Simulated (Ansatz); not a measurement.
# CH5GaO2S: a ladder of functionals and wavefunction methods, part 2 of 2

Ansatz 0.2.0, Gaussian basis; functionals in def2-TZVPP, the program's frozen cores in correlated methods.

## 17. ωB97M-V (range-separated)

File in.yaml:

```yaml
crystal:
  periodic: [false, false, false]
  atoms:
    - {symbol: C, position_ang: [-0.634997, -1.483254, -0.336066]}
    - {symbol: O, position_ang: [0.051929, -0.356178, -0.818704]}
    - {symbol: Ga, position_ang: [0.453542, 1.042553, 0.207961]}
    - {symbol: O, position_ang: [-0.032212, 1.107779, 1.918768]}
    - {symbol: S, position_ang: [1.547678, 2.702693, -0.673680]}
    - {symbol: H, position_ang: [-1.025645, -2.043946, -1.190190]}
    - {symbol: H, position_ang: [0.025212, -2.151774, 0.230575]}
    - {symbol: H, position_ang: [-1.489086, -1.224339, 0.304669]}
    - {symbol: H, position_ang: [-0.489855, 0.321402, 2.223907]}
    - {symbol: H, position_ang: [1.593443, 2.085075, -1.867240]}
basis:
  gaussian: {orbitals: def2-TZVPP}
hamiltonian: {xc: {name: wB97M-V}}
output: {forces: true, orbitals: {seedname: orbitals}}
```

Command:

```sh
ansatz run in.yaml --threads 4 --pin off --events-out ev --progress --plain --max-ram 10444MiB
```

The program printed (excerpt; [...] marks lines left out):

```text
Functional definition: wB97M-V
  name "wB97M-V"
  cite "Mardirossian & Head-Gordon, J. Chem. Phys. 144, 214110 (2016) doi:10.1063/1.4952647"
  cite "Becke, J. Chem. Phys. 107, 8554 (1997) doi:10.1063/1.475007"
  cite "Vydrov & Van Voorhis, J. Chem. Phys. 133, 244103 (2010) doi:10.1063/1.3521275"
  # Of w^i u^j: cxij and so on, Table III.
[...]
  gx(w, u) = 1 - cx + cx01*u + cx10*w
[...]
Atom 6 at     0.025212    -2.151774     0.230575 Å, force    -0.059545     0.067897    -0.052304 eV/Å
Atom 7 at    -1.489086    -1.224339     0.304669 Å, force     0.078831    -0.010751    -0.053694 eV/Å
Atom 8 at    -0.489855     0.321402     2.223907 Å, force     0.013209     0.047043     0.026270 eV/Å
Atom 9 at     1.593443     2.085075    -1.867240 Å, force    -0.003255     0.041781     0.080036 eV/Å
Dipole moment:    -0.183697    -0.408912    -0.016721 e Å
```

It took 16 s on 4 threads of Arm Neoverse V1, shared host; peak memory 1 GiB.

Atomisation energy: 3495.8 kJ/mol (free atoms -68389.466 eV, run apart). HOMO -9.95 eV, LUMO 0.99 eV.

## 18. B2PLYP (double hybrid)

Changes to in.yaml since step 17:

```diff
@@ -15,3 +15,2 @@
   gaussian: {orbitals: def2-TZVPP}
-hamiltonian: {xc: {name: wB97M-V}}
-output: {forces: true, orbitals: {seedname: orbitals}}
+hamiltonian: {xc: {name: B2PLYP}}
```

The command is unchanged.

The program printed (excerpt; [...] marks lines left out):

```text
Functional definition: B2PLYP
  name "B2PLYP"
  cite "Grimme, J. Chem. Phys. 124, 034108 (2006) doi:10.1063/1.2148954"
  cite "Becke, Phys. Rev. A 38, 3098 (1988) doi:10.1103/PhysRevA.38.3098"
  cite "Lee, Yang & Parr, Phys. Rev. B 37, 785 (1988) doi:10.1103/PhysRevB.37.785"
[...]
1540 factors; integrals over basis functions are off by at most 8.9e-4 eV
[...]
mean field -68404.58441497 eV, -2513.8221109576 hartree, gradient 5.2e-6 eV, S^2 0.000000; 0 other end points of the search recorded, 0 dependent functions left out
17 core orbitals not correlated: weight in the atoms' cores, before any rotation towards them, 1.000 or more for the frozen orbitals, at most 0.000 for the correlated occupied ones
reference -68404.58459246 eV, -2513.8221174802 hartree; 20, 20 occupied and 216, 216 virtual orbitals, 1540 factors
second order -35.04723300 eV of doubles, -0.00000000 eV of singles
Total energy: -68414.04734537 eV, -2514.1698672356 hartree
```

Run time: 7.5 s. Hardware: 4 threads of Arm Neoverse V1, shared host; peak memory 0.69 GiB.

With the free atoms at this level, -68378.312 eV in sum, the atomisation energy is 3447.9 kJ/mol.

## 19. PBE-QIDH (double hybrid)

Changes to in.yaml since step 18:

```diff
@@ -15,2 +15,2 @@
   gaussian: {orbitals: def2-TZVPP}
-hamiltonian: {xc: {name: B2PLYP}}
+hamiltonian: {xc: {name: PBE-QIDH}}
```

The command is unchanged.

The program printed (excerpt; [...] marks lines left out):

```text
Functional definition: PBE-QIDH
  name "PBE-QIDH"
  cite "Brémond, Sancho-García, Pérez-Jiménez & Adamo, J. Chem. Phys. 141, 031101 (2014) doi:10.1063/1.4890314"
  cite "Perdew, Burke & Ernzerhof, Phys. Rev. Lett. 77, 3865 (1996) doi:10.1103/PhysRevLett.77.3865"
[...]
1540 factors; integrals over basis functions are off by at most 8.9e-4 eV
[...]
mean field -68391.71169033 eV, -2513.3490470523 hartree, gradient 8.9e-6 eV, S^2 0.000000; 0 other end points of the search recorded, 0 dependent functions left out
17 core orbitals not correlated: weight in the atoms' cores, before any rotation towards them, 1.000 or more for the frozen orbitals, at most 0.000 for the correlated occupied ones
reference -68391.71170321 eV, -2513.3490475258 hartree; 20, 20 occupied and 216, 216 virtual orbitals, 1540 factors
second order -32.39475454 eV of doubles, -0.00000000 eV of singles
Total energy: -68402.50995472 eV, -2513.7458759496 hartree
```

Wall time 7.5 s (4 threads of Arm Neoverse V1, shared host); peak memory 0.69 GiB.

Atomisation energy: 3465.5 kJ/mol (free atoms -68366.592 eV, run apart).

## 20. Orbital energies across the functionals

Dipoles come from the runs that computed forces. Levels, from each run's orbital file:

| functional | HOMO (eV) | LUMO (eV) | gap (eV) | dipole (D) |
| --- | --- | --- | --- | --- |
| LDA (SPW92) | -6.52 | -2.03 | 4.49 |  |
| PBE-D4 | -6.37 | -1.74 | 4.63 | 2.07 |
| revPBE-D4 | -6.31 | -1.60 | 4.71 |  |
| BLYP-D4 | -6.23 | -1.71 | 4.52 |  |
| r2SCAN-D4 | -6.69 | -1.41 | 5.28 | 2.16 |
| B97M-V | -6.76 | -1.57 | 5.20 |  |
| PBE0-D4 | -7.73 | -0.80 | 6.92 |  |
| B3LYP-D4 | -7.47 | -1.14 | 6.33 | 2.13 |
| r2SCANh-D4 | -7.20 | -1.08 | 6.11 |  |
| r2SCAN0-D4 | -7.93 | -0.60 | 7.33 |  |
| HSE06-D4 | -7.32 | -1.17 | 6.15 |  |
| BHLYP-D4 | -8.86 | 0.04 | 8.89 |  |
| CAM-B3LYP-D4 | -9.06 | 0.11 | 9.17 |  |
| LC-ωPBE | -10.46 | 1.46 | 11.92 |  |
| ωB97X-V | -10.10 | 1.24 | 11.34 |  |
| ωB97M-V | -9.95 | 0.99 | 10.93 | 2.15 |

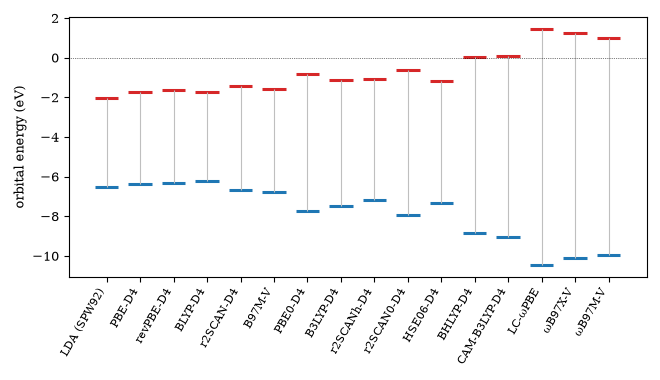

Highest occupied (blue) and lowest empty (red) level by functional.

## 21. CCSD(T) in def2-SVP

Changes to in.yaml since step 19:

```diff
@@ -14,3 +14,3 @@
 basis:
-  gaussian: {orbitals: def2-TZVPP}
-hamiltonian: {xc: {name: PBE-QIDH}}
+  gaussian: {orbitals: def2-SVP}
+correlation: {method: ccsd_t}
```

Launched as before.

The program printed (excerpt; [...] marks lines left out):

```text
Functional definition: HF
  name "HF"
  cite "Fock, Z. Phys. 61, 126 (1930) doi:10.1007/BF01340294"
  parent pbe
[...]
1142 factors; integrals over basis functions are off by at most 1.2e-3 eV
[...]
mean field -68323.65156138 eV, -2510.8478834463 hartree, gradient 3.0e-6 eV, S^2 0.000000; 0 other end points of the search recorded, 0 dependent functions left out
17 core orbitals not correlated: weight in the atoms' cores, before any rotation towards them, 1.000 or more for the frozen orbitals, at most 0.000 for the correlated occupied ones
reference -68323.65156138 eV, -2510.8478834463 hartree; 20, 20 occupied and 80, 80 virtual orbitals, 1142 factors
second order -23.34001080 eV of doubles, -0.00000000 eV of singles
cycle   1  -23.28922426 eV  change    5.1e-2 eV  update   1.2e-1
[...]
cycle   9  -24.10104187 eV  change   -3.1e-5 eV  update   2.8e-5
perturbative correction -0.66919434 eV, -0.0245924385 hartree
Total energy: -68348.42179759 eV, -2511.7581728373 hartree
```

It took 11 s on 4 threads of Arm Neoverse V1, shared host; peak memory 0.62 GiB.

## 22. CCSD(T) in def2-TZVPP

Changes to in.yaml since step 21:

```diff
@@ -14,3 +14,4 @@
 basis:
-  gaussian: {orbitals: def2-SVP}
+  gaussian: {orbitals: def2-TZVPP}
 correlation: {method: ccsd_t}
+output: {orbitals: {seedname: orbitals}}
```

Launched as before.

The program printed (excerpt; [...] marks lines left out):

```text
Functional definition: HF
  name "HF"
  cite "Fock, Z. Phys. 61, 126 (1930) doi:10.1007/BF01340294"
  parent pbe
[...]
1540 factors; integrals over basis functions are off by at most 8.9e-4 eV
[...]
mean field -68340.62519769 eV, -2511.4716530755 hartree, gradient 2.4e-6 eV, S^2 0.000000; 0 other end points of the search recorded, 0 dependent functions left out
17 core orbitals not correlated: weight in the atoms' cores, before any rotation towards them, 1.000 or more for the frozen orbitals, at most 0.000 for the correlated occupied ones
reference -68340.62519769 eV, -2511.4716530755 hartree; 20, 20 occupied and 216, 216 virtual orbitals, 1540 factors
second order -28.72042131 eV of doubles, -0.00000000 eV of singles
cycle   1  -28.45543590 eV  change    2.6e-1 eV  update   1.3e-1
[...]
cycle  10  -29.38805330 eV  change    2.7e-6 eV  update   1.2e-5
perturbative correction -1.19239074 eV, -0.0438195514 hartree
Total energy: -68371.20564172 eV, -2512.5954636656 hartree
```

Run time: 5.1 min. Hardware: 4 threads of Arm Neoverse V1, shared host; peak memory 5.7 GiB.

## 23. MP2 in def2-QZVPP

Changes to in.yaml since step 22:

```diff
@@ -14,4 +14,3 @@
 basis:
-  gaussian: {orbitals: def2-TZVPP}
-correlation: {method: ccsd_t}
-output: {orbitals: {seedname: orbitals}}
+  gaussian: {orbitals: "def2-QZVPP.json"}
+correlation: {method: mp2}
```

Same command.

The program printed (excerpt; [...] marks lines left out):

```text
Functional definition: HF
  name "HF"
  cite "Fock, Z. Phys. 61, 126 (1930) doi:10.1007/BF01340294"
  parent pbe
[...]
2965 factors; integrals over basis functions are off by at most 9.2e-4 eV
[...]
mean field -68342.28275495 eV, -2511.5325671812 hartree, gradient 1.3e-6 eV, S^2 0.000000; 0 other end points of the search recorded, 0 dependent functions left out
17 core orbitals not correlated: weight in the atoms' cores, before any rotation towards them, 1.000 or more for the frozen orbitals, at most 0.000 for the correlated occupied ones
reference -68342.28275495 eV, -2511.5325671812 hartree; 20, 20 occupied and 443, 443 virtual orbitals, 2965 factors
second order -37.24105092 eV of doubles, -0.00000000 eV of singles
Total energy: -68379.52380587 eV, -2512.9011505597 hartree
```

It took 30 s on 4 threads of Arm Neoverse V1, shared host; peak memory 3 GiB.

Energy pieces by basis (eV):

| basis | HF | MP2 correlation | CCSD correlation | (T) | total |
| --- | --- | --- | --- | --- | --- |
| def2-SVP | -68323.6516 | -23.3400 | -24.1010 | -0.6692 | -68348.4218 |
| def2-TZVPP | -68340.6252 | -28.7204 | -29.3881 | -1.1924 | -68371.2056 |
| def2-QZVPP | -68342.2828 | -37.2411 |  |  | -68379.5238 (MP2) |

The report of the def2-TZVPP run gives T1 = 0.0138.

## 24. Extrapolating to the complete basis

No new run: Hartree-Fock is extrapolated as exp(−7.88√X) and correlation as X^−2.97, with X = 3 and 4; only MP2 was run in the larger set, so CCSD(T) minus MP2 is added from the smaller one.

| level | energy at the limit (eV) |
| --- | --- |
| HF | -68342.5111 |
| MP2 | -68386.0637 |
| CCSD | -68386.7313 |
| CCSD(T) | -68387.9237 |

This is no true limit for total energies: MP2 correlation changes by a factor of 1.30 from triple to quadruple zeta (about 1.07 in light molecules), because outer-core shells are correlated in sets not made for them. Much of that cancels between molecule and atoms or ions.

## 25. RPA on PBE orbitals

Changes to in.yaml since step 23:

```diff
@@ -14,3 +14,4 @@
 basis:
-  gaussian: {orbitals: "def2-QZVPP.json"}
-correlation: {method: mp2}
+  gaussian: {orbitals: def2-TZVPP}
+hamiltonian: {xc: pbe}
+correlation: {method: rpa}
```

Same command.

The program printed (excerpt; [...] marks lines left out):

```text
Functional definition: PBE
  name "PBE"
  cite "Perdew, Burke & Ernzerhof, Phys. Rev. Lett. 77, 3865 (1996) doi:10.1103/PhysRevLett.77.3865"
  parent pbe
[...]
1540 factors; integrals over basis functions are off by at most 8.9e-4 eV
[...]
mean field -68412.50571247 eV, -2514.1132132713 hartree, gradient 1.9e-6 eV, S^2 0.000000; 0 other end points of the search recorded, 0 dependent functions left out
17 core orbitals not correlated: weight in the atoms' cores, before any rotation towards them, 1.000 or more for the frozen orbitals, at most 0.000 for the correlated occupied ones
reference -68338.38812107 eV, -2511.3894420260 hartree; 20, 20 occupied and 216, 216 virtual orbitals, 1540 factors
Total energy: -68383.55278270 eV, -2513.0492127273 hartree
```

Wall time 8 s (4 threads of Arm Neoverse V1, shared host); peak memory 0.65 GiB.

RPA correlation: -45.165 eV. No RPA run of the hydrogen atom was made, so RPA has no atomisation energy below.

## 26. The ladder

Free atoms (1 C, 2 O, 1 Ga, 1 S, 5 H) were run apart at each level; the atomisation energy is their sum less the molecule, without zero-point or spin-orbit terms.

Differences are taken before rounding.

| method | rung | atomisation energy (kJ/mol) | from CCSD(T)/CBS (kJ/mol) | time |
| --- | --- | --- | --- | --- |
| LDA (SPW92) | LDA | 4054.2 | +539.6 | 1.6 s |
| PBE-D4 | GGA | 3555.7 | +41.2 | 3.3 s |
| revPBE-D4 | GGA | 3451.6 | -63.0 | 2.7 s |
| BLYP-D4 | GGA | 3469.9 | -44.7 | 2.8 s |
| r2SCAN-D4 | meta-GGA | 3510.2 | -4.3 | 7 s |
| B97M-V | meta-GGA | 3496.1 | -18.4 | 14 s |
| PBE0-D4 | hybrid | 3471.6 | -42.9 | 4.4 s |
| B3LYP-D4 | hybrid | 3462.6 | -51.9 | 6.5 s |
| r2SCANh-D4 | hybrid | 3477.4 | -37.1 | 7.5 s |
| r2SCAN0-D4 | hybrid | 3430.7 | -83.8 | 7.5 s |
| HSE06-D4 | hybrid | 3474.8 | -39.7 | 4.6 s |
| BHLYP-D4 | hybrid | 3339.5 | -175.1 | 4.7 s |
| CAM-B3LYP-D4 | range-separated | 3490.9 | -23.6 | 5 s |
| LC-ωPBE | range-separated | 3476.1 | -38.4 | 3.5 s |
| ωB97X-V | range-separated | 3506.4 | -8.1 | 11 s |
| ωB97M-V | range-separated | 3495.8 | -18.8 | 16 s |
| B2PLYP | double hybrid | 3447.9 | -66.6 | 7.5 s |
| PBE-QIDH | double hybrid | 3465.5 | -49.0 | 7.5 s |
| HF/def2-TZVPP | wavefunction | 2424.3 | -1090.2 |  |
| MP2/def2-TZVPP | wavefunction | 3507.1 | -7.4 |  |
| CCSD/def2-TZVPP | wavefunction | 3358.9 | -155.6 |  |
| CCSD(T)/def2-SVP | wavefunction | 3280.4 | -234.2 | 11 s |
| CCSD(T)/def2-TZVPP | wavefunction | 3421.8 | -92.7 | 5.1 min |
| MP2/CBS | wavefunction | 3599.9 | +85.4 |  |
| CCSD(T)/CBS | wavefunction | 3514.5 | 0 | 5.6 min |

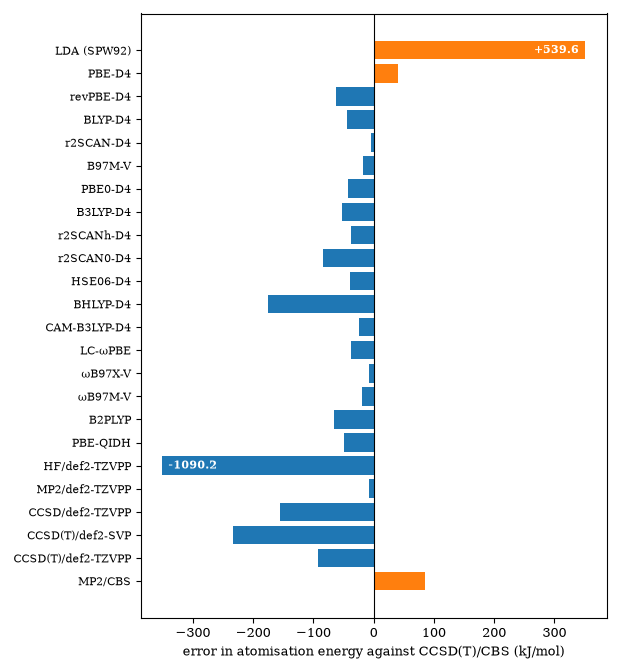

Error of each method against CCSD(T)/CBS. Bars with a number in them are cut short.

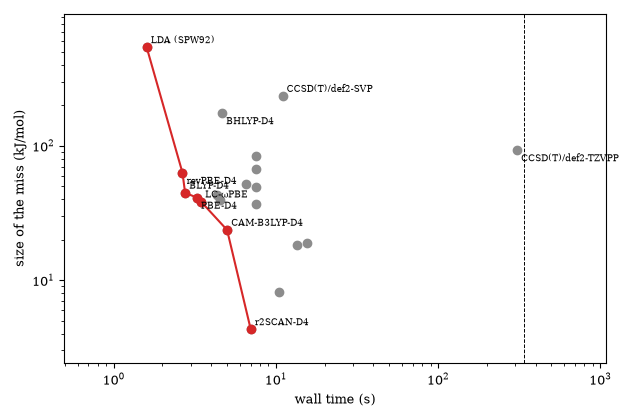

Accuracy for the time spent; red marks the levels that beat every quicker one drawn (of those quicker than the yardstick), and the dashed line is the time of CCSD(T)/CBS. Only those levels and the largest misses are named. Times are from a shared host.

LDA (SPW92), LC-ωPBE, B2PLYP, PBE-QIDH carry no dispersion term (for B3LYP, D4 adds 33.9 kJ/mol).

Times are those of the molecule's run; HF, MP2 and CCSD come out of the CCSD(T) runs, and the limit's time is the sum of the runs that it needs.

## 27. Outcome

This closing draws on all 2 parts.

| quantity | value |
| --- | --- |
| atomisation energy, CCSD(T)/CBS | 3514.5 kJ/mol |
| functionals within 35.1 kJ/mol (1.0 %) | r2SCAN-D4, B97M-V, CAM-B3LYP-D4, ωB97X-V, ωB97M-V |
| farthest beyond LDA | BHLYP-D4 (-175.1 kJ/mol) |
| mean size of error, GGA | 49.6 kJ/mol |
| mean size of error, meta-GGA | 11.3 kJ/mol |
| mean size of error, hybrid | 71.7 kJ/mol |
| mean size of error, range-separated | 22.2 kJ/mol |
| mean size of error, double hybrid | 57.8 kJ/mol |
| gap, smallest and largest | 4.49 eV (LDA (SPW92)), 11.92 eV (LC-ωPBE) |
| T1 diagnostic | 0.0138 |
| triples share of the correlation energy | 3.9 % |

LDA overbinds by 539.6 kJ/mol (15 %). PBE-D4 misses by +41.2 kJ/mol. Double hybrids carry the basis error of their MP2 part in triple zeta, and no dispersion term here, so their miss is partly the set-up's. The rungs meta-GGA, range-separated miss on average by less than the doubt on the reference (35.1 kJ/mol), so they tie. Misses under about 35.1 kJ/mol are within the doubt on the reference itself, which lacks core-valence correlation, relativity and higher excitations, and its outer-core shells are covered unevenly. Hartree-Fock recovers 69 % of the binding; the rest is correlation. CCSD(T) in def2-SVP is off by -234.2 kJ/mol, so the small basis spoils what the method gains. The gap grows from 4.5 to 11.9 eV across the functionals, mostly with the share of exact exchange. Correlated methods include outer-core shells of Ga, which these sets cover unevenly.

r2SCAN-D4 reaches 4.3 kJ/mol from the reference in 7 s, where CCSD(T)/CBS took 5.6 min; the quickest level in the cost chart, LDA (SPW92), takes 1.6 s and misses by 539.6 kJ/mol.
